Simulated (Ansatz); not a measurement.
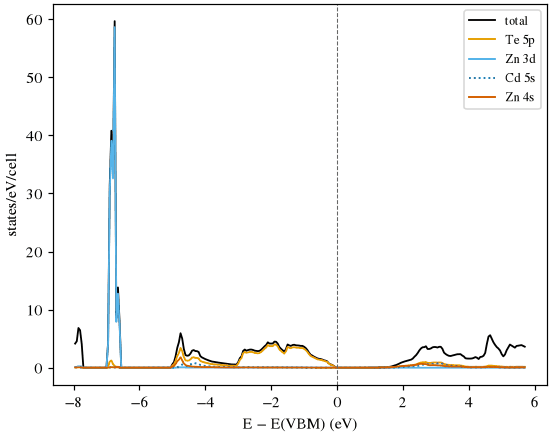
Fig. 1. Total and projected density of states of ZnCdTe₂ in space group R3m (No. 160; Zn on 3a, Cd on 3a, Te on 3a, Te on 3a), PBEsol in the plane-wave PAW code Ansatz

**Question.** Which orbitals carry the states next to the gap?

**Answer.** Top 1 eV of the valence band: Te 5p 91 %. Bottom 1 eV of the conduction band: Zn 4s 41 %, Te 5p 25 %, Te 5s 15 %, Cd 5s 10 %, outside the projected shells 8 %. Projections are on Löwdin-orthogonalised atomic valence shells; empty p or d shells of many metals are not among them.

**Question.** Where is the tallest occupied peak in this window, and what makes it?

**Answer.** Near -6.8 eV, about 60 states/eV per cell; the largest projected share is Zn 3d.

The workflow started from a Materials Project entry (that database holds measured and hypothetical structures alike); the Crystallography Open Database copy checked does not list it. Whether it is the stable phase at ambient conditions was not checked. The PBEsol relaxation kept the symmetry of its start; its stability against distortions is not shown here. Spin–orbit coupling is left out wherever it is not named.

Potentials: the later of the program's two PAW sets.
